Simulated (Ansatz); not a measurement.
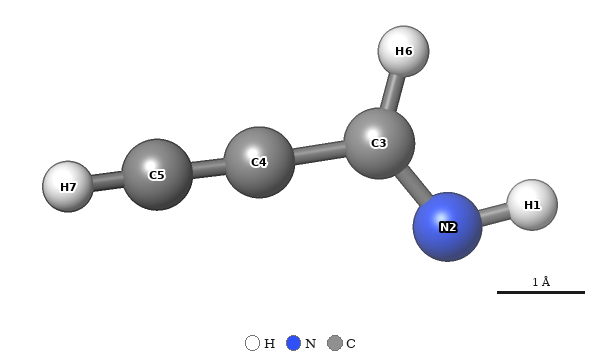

Figure 1. The structure as given in the input (ball-and-stick view, seen on its broad side; atoms are numbered from 1 in the order of the input).

## Geometry relaxation of C3H3N

- system: C3H3N
- method: RKS PBE-D4/def2-SVP (Ansatz 0.2.0)

The geometry comes from this level: GFN2-xTB. Figures and captions count atoms from 1; the log counts them from 0 in places.

**Input**
```yaml
crystal:
  periodic: [false, false, false]
  atoms:
    - { symbol: H, position_ang: [-2.43122, 0.45817, 0.53991] }
    - { symbol: "N", position_ang: [-1.44596, 0.65475, 0.38018] }
    - { symbol: C, position_ang: [-0.73724, -0.34485, 0.09058] }
    - { symbol: C, position_ang: [0.65046, -0.2059, -0.15713] }
    - { symbol: C, position_ang: [1.82914, -0.13087, -0.37484] }
    - { symbol: H, position_ang: [-1.09621, -1.38243, -0.00034] }
    - { symbol: H, position_ang: [2.85893, -0.05217, -0.56301] }
basis:
  gaussian: { orbitals: def2-SVP }
hamiltonian:
  xc: pbe
  dispersion: d4
relax:
  f_tol: 0.03
  max_steps: 200
```

Run on 4 threads of Arm Neoverse V1, 24 GiB of memory available, shared host.

Run as:
```bash
ansatz run input.yaml --threads 4 --pin off --max-ram 10240MiB --backend cpu --events-out ev --progress --plain --runs-dir out
```

**The program's output**
```
The last accepted step is kept in [file] (removed where the run ends without a failure and the disk answers)
Engine: ansatz 0.2.0, aarch64-unknown-linux-gnu
Functional definition: PBE
  parameter kappa = 0.804
  parameter beta = 0.06672455060314922
  exchange = pbe_x(kappa = kappa, mu = beta*pi^2/3)
  correlation = pbe_c(beta = beta)
820 factors; their error is unknown
mean field evaluation 1: about -4630.2970 eV, gradient 5.3e1 eV
mean field evaluation 2: about -4622.0411 eV, gradient 7.9e1 eV
mean field evaluation 4: about -4637.5439 eV, gradient 5.9e0 eV
mean field evaluation 8: about -4637.6317 eV, gradient 2.4e-1 eV
mean field evaluation 16: about -4637.5954 eV, gradient 4.8e-5 eV
mean field -4637.59543546 eV, -170.4284887782 hartree, gradient 4.8e-5 eV, S^2 0.000000; 0 other end points of the search recorded, 0 dependent functions left out
the calculation of the forces begins
reference -4637.59546170 eV, -170.4284897425 hartree; 14, 14 occupied and 57, 57 virtual orbitals, 820 factors
relax step   1: F+E_penalty+E_count = -4637.69854488 eV  Δ(F+E_penalty+E_count) = +0.000e0 eV  max|allowed force component| = 2.020e0 eV/Å  Δτ_max = 0.0000 Å  (26 SCF iters, accepted)
these checks for a lower state are left out or cut short: starts, cluster_reference, orbital_swaps, neighbouring_geometries, increment
820 factors; their error is unknown
mean field -4637.70085872 eV, -170.4323630116 hartree, gradient 2.2e-5 eV, S^2 0.000000; 0 other end points of the search recorded, 0 dependent functions left out
the calculation of the forces begins
reference -4637.70088530 eV, -170.4323639881 hartree; 14, 14 occupied and 57, 57 virtual orbitals, 820 factors
relax step   2: F+E_penalty+E_count = -4637.80297290 eV  Δ(F+E_penalty+E_count) = -1.044e-1 eV  max|allowed force component| = 7.894e-1 eV/Å  Δτ_max = 0.0551 Å  (32 SCF iters, accepted)
these checks for a lower state are left out or cut short: starts, cluster_reference, orbital_swaps, neighbouring_geometries, increment
820 factors; their error is unknown
mean field -4637.71532950 eV, -170.4328948027 hartree, gradient 2.1e-5 eV, S^2 0.000000; 0 other end points of the search recorded, 0 dependent functions left out
the calculation of the forces begins
reference -4637.71535614 eV, -170.4328957817 hartree; 14, 14 occupied and 57, 57 virtual orbitals, 820 factors
relax step   3: F+E_penalty+E_count = -4637.81716913 eV  Δ(F+E_penalty+E_count) = -1.420e-2 eV  max|allowed force component| = 1.996e-1 eV/Å  Δτ_max = 0.0328 Å  (31 SCF iters, accepted)
these checks for a lower state are left out or cut short: starts, cluster_reference, orbital_swaps, neighbouring_geometries, increment
820 factors; their error is unknown
mean field evaluation 32: about -4637.6984 eV, gradient 3.6e0 eV
mean field -4637.70878402 eV, -170.4326542607 hartree, gradient 2.1e-5 eV, S^2 0.000000; 0 other end points of the search recorded, 0 dependent functions left out
the calculation of the forces begins
reference -4637.70881070 eV, -170.4326552412 hartree; 14, 14 occupied and 57, 57 virtual orbitals, 820 factors
relax step   4: F+E_penalty+E_count = -4637.81046008 eV  Δ(F+E_penalty+E_count) = +6.709e-3 eV  max|allowed force component| = 4.751e-1 eV/Å  Δτ_max = 0.0483 Å  (30 SCF iters, rejected (line search))
these checks for a lower state are left out or cut short: starts, cluster_reference, orbital_swaps, neighbouring_geometries, increment
820 factors; their error is unknown
mean field -4637.71975197 eV, -170.4330573255 hartree, gradient 2.1e-5 eV, S^2 0.000000; 0 other end points of the search recorded, 0 dependent functions left out
the calculation of the forces begins
reference -4637.71977856 eV, -170.4330583028 hartree; 14, 14 occupied and 57, 57 virtual orbitals, 820 factors
relax step   5: F+E_penalty+E_count = -4637.82170987 eV  Δ(F+E_penalty+E_count) = -4.541e-3 eV  max|allowed force component| = 1.635e-1 eV/Å  Δτ_max = 0.0241 Å  (31 SCF iters, accepted)
these checks for a lower state are left out or cut short: starts, cluster_reference, orbital_swaps, neighbouring_geometries, increment
820 factors; their error is unknown
mean field -4637.72064296 eV, -170.4330900689 hartree, gradient 2.1e-5 eV, S^2 0.000000; 0 other end points of the search recorded, 0 dependent functions left out
the calculation of the forces begins
reference -4637.72066956 eV, -170.4330910463 hartree; 14, 14 occupied and 57, 57 virtual orbitals, 820 factors
relax step   6: F+E_penalty+E_count = -4637.82246870 eV  Δ(F+E_penalty+E_count) = -7.588e-4 eV  max|allowed force component| = 7.027e-2 eV/Å  Δτ_max = 0.0124 Å  (31 SCF iters, accepted)
these checks for a lower state are left out or cut short: starts, cluster_reference, orbital_swaps, neighbouring_geometries, increment
820 factors; their error is unknown
mean field -4637.72074042 eV, -170.4330936505 hartree, gradient 2.1e-5 eV, S^2 0.000000; 0 other end points of the search recorded, 0 dependent functions left out
the calculation of the forces begins
reference -4637.72076703 eV, -170.4330946282 hartree; 14, 14 occupied and 57, 57 virtual orbitals, 820 factors
relax step   7: F+E_penalty+E_count = -4637.82257894 eV  Δ(F+E_penalty+E_count) = -1.102e-4 eV  max|allowed force component| = 6.015e-3 eV/Å  Δτ_max = 0.0043 Å  (33 SCF iters, accepted)
820 factors; their error is unknown
mean field evaluation 64: about -4635.0187 eV, gradient 3.2e1 eV
```

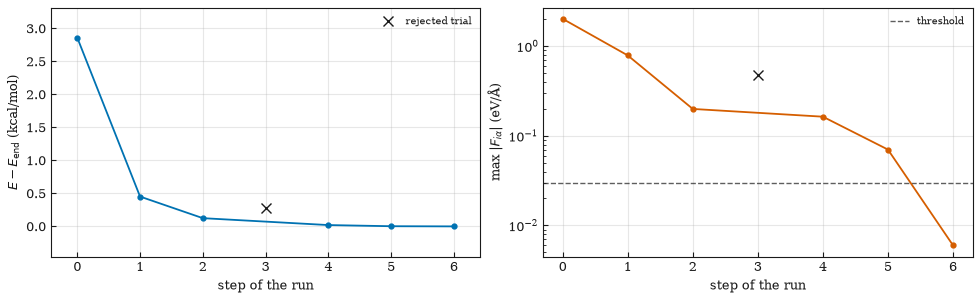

Figure 2. Progress of the relaxation, step by step (the first geometry is step 0 here and step 1 in the log).

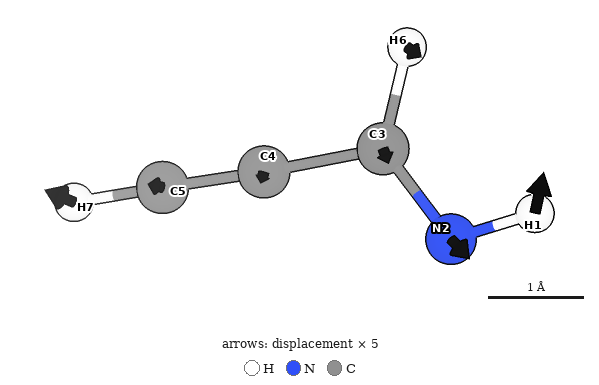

Figure 3. The starting structure with the displacements as black arrows, magnified 5 times (ball-and-stick view, seen at a tilt). The two geometries are laid on each other by the best rigid fit. After 6 geometry steps the energy has fallen by 2.86 kcal/mol. The largest force component goes from 2 to 0.006 eV/Å. The line search rejected the trial step at point 3 (counted from 0) and went back. The largest move after the best rigid fit is that of H1, 0.090 Å. Largest moves by element: H 0.090 Å, N 0.063 Å, C 0.037 Å. Distances before and after: C5–H7 1.050 → 1.082 Å, N2–C3 1.259 → 1.288 Å, C4–C5 1.201 → 1.225 Å, C3–C4 1.416 → 1.436 Å. Among the angles that change: H1–N2–C3 115.3° → 108.7°. (Atoms are counted from 1 in the order of the input.)

```
mean field -4637.72074042 eV, -170.4330936505 hartree, gradient 2.3e-5 eV, S^2 0.000000; 1 other end points of the search recorded, 0 dependent functions left out
the calculation of the forces begins
reference -4637.72076703 eV, -170.4330946282 hartree; 14, 14 occupied and 57, 57 virtual orbitals, 820 factors
Total energy: -4637.82260555 eV, -170.4368371247 hartree
Atom 0 at    -2.458815     0.372485     0.533095 Å, force    -0.001177     0.000743     0.000329 eV/Å
Atom 1 at    -1.486326     0.700476     0.395028 Å, force    -0.004580     0.004789     0.001676 eV/Å
Atom 2 at    -0.747491    -0.311733     0.096571 Å, force     0.003390     0.000976    -0.000642 eV/Å
Atom 3 at     0.660206    -0.181620    -0.156174 Å, force    -0.005833    -0.002467     0.000748 eV/Å
Atom 4 at     1.863446    -0.140822    -0.383014 Å, force     0.000579    -0.003937    -0.000576 eV/Å
Atom 5 at    -1.128494    -1.358580     0.009720 Å, force     0.006015    -0.001705    -0.001381 eV/Å
Atom 6 at     2.925374    -0.083505    -0.579877 Å, force     0.001605     0.001601    -0.000155 eV/Å
Dipole moment:    -0.005724    -0.366250    -0.055084 e Å
```

**Trajectory as extended XYZ (Å, eV, eV/Å), 7 frames, from step=1 to step=7**
```
7
Properties=species:S:1:pos:R:3:forces:R:3 step=1 energy=-4637.69855
H    -2.4312    0.4582    0.5399   -0.5424  -0.5155   0.0261
N    -1.4460    0.6548    0.3802   -0.3753   2.0200   0.3851
C    -0.7372   -0.3448    0.0906    0.2266  -1.0024  -0.2067
C     0.6505   -0.2059   -0.1571   -1.4900  -0.0950   0.2782
C     1.8291   -0.1309   -0.3748    1.2006   0.0292  -0.2284
H    -1.0962   -1.3824   -0.0003   -0.3117  -0.5373  -0.0187
H     2.8589   -0.0522   -0.5630    1.2922   0.1010  -0.2357
7
Properties=species:S:1:pos:R:3:forces:R:3 step=2 energy=-4637.80297
H    -2.4598    0.4373    0.5443   -0.1136  -0.3597  -0.0332
N    -1.4712    0.6748    0.3880    0.0135   0.7894   0.1055
C    -0.7485   -0.3367    0.0902   -0.0137  -0.3440  -0.0106
C     0.6553   -0.2022   -0.1592    0.2306   0.0464  -0.0509
C     1.8582   -0.1331   -0.3807   -0.2817  -0.0530   0.0464
H    -1.1190   -1.3847    0.0055   -0.1059  -0.0999  -0.0091
H     2.9128   -0.0586   -0.5728    0.2708   0.0209  -0.0482
7
Properties=species:S:1:pos:R:3:forces:R:3 step=3 energy=-4637.81717
H    -2.4657    0.4071    0.5329    0.0792  -0.1462  -0.0415
N    -1.4799    0.6910    0.3911    0.0173   0.1854   0.0978
C    -0.7470   -0.3278    0.1087   -0.0656  -0.0819  -0.1996
C     0.6610   -0.1966   -0.1523    0.1110   0.0244   0.0374
C     1.8643   -0.1356   -0.3829   -0.0796  -0.0319   0.0135
H    -1.1316   -1.3741    0.0016    0.0139   0.0519   0.0807
H     2.9269   -0.0673   -0.5839   -0.0761  -0.0016   0.0118
7
Properties=species:S:1:pos:R:3:forces:R:3 step=4 energy=-4637.81046 accepted=F
H    -2.4609    0.3703    0.5442    0.2032   0.0870   0.0035
N    -1.4849    0.7051    0.4018   -0.0794  -0.2819  -0.2298
C    -0.7560   -0.3084    0.0654    0.0564  -0.0206   0.4751
C     0.6608   -0.1860   -0.1697   -0.0862   0.0310  -0.1048
C     1.8679   -0.1385   -0.3824    0.0847  -0.0142  -0.0231
H    -1.1371   -1.3651    0.0258    0.0575   0.2088  -0.1704
H     2.9381   -0.0807   -0.5697   -0.2361  -0.0102   0.0496
7
Properties=species:S:1:pos:R:3:forces:R:3 step=5 energy=-4637.82171
H    -2.4550    0.3855    0.5317   -0.0318  -0.0316  -0.0010
N    -1.4790    0.6995    0.3931    0.0015   0.0048   0.0259
C    -0.7478   -0.3200    0.1005   -0.0454   0.0445  -0.0496
C     0.6570   -0.1914   -0.1541    0.1635   0.0202  -0.0123
C     1.8601   -0.1372   -0.3818   -0.0215  -0.0254   0.0012
H    -1.1295   -1.3651    0.0065   -0.0393  -0.0158   0.0302
H     2.9221   -0.0745   -0.5806   -0.0270   0.0033   0.0056
7
Properties=species:S:1:pos:R:3:forces:R:3 step=6 energy=-4637.82247
H    -2.4581    0.3736    0.5328   -0.0427  -0.0165   0.0061
N    -1.4865    0.7006    0.3952    0.0703   0.0055  -0.0127
C    -0.7477   -0.3121    0.0968    0.0006   0.0119   0.0010
C     0.6606   -0.1859   -0.1565   -0.0285   0.0308   0.0098
C     1.8637   -0.1406   -0.3830    0.0073  -0.0107  -0.0029
H    -1.1297   -1.3580    0.0099   -0.0053  -0.0203  -0.0018
H     2.9256   -0.0809   -0.5799   -0.0017  -0.0007   0.0004
7
Properties=species:S:1:pos:R:3:forces:R:3 step=7 energy=-4637.82258
H    -2.4588    0.3725    0.5331   -0.0012   0.0007   0.0003
N    -1.4863    0.7005    0.3950   -0.0046   0.0048   0.0017
C    -0.7475   -0.3117    0.0966    0.0034   0.0010  -0.0006
C     0.6602   -0.1816   -0.1562   -0.0058  -0.0025   0.0007
C     1.8634   -0.1408   -0.3830    0.0006  -0.0039  -0.0006
H    -1.1285   -1.3586    0.0097    0.0060  -0.0017  -0.0014
H     2.9254   -0.0835   -0.5799    0.0016   0.0016  -0.0002
```

**Key numbers**

- outcome: converged
- total energy: −4637.8226 eV
- mean-field energy: −4637.7208 eV
- SCF solution under orbital rotations: stable
- largest force (length of the vector) at the end: 0.007 eV/Å
- wall time: 3.4 s (CPU time 12 s)
- peak memory: 0.12 GiB
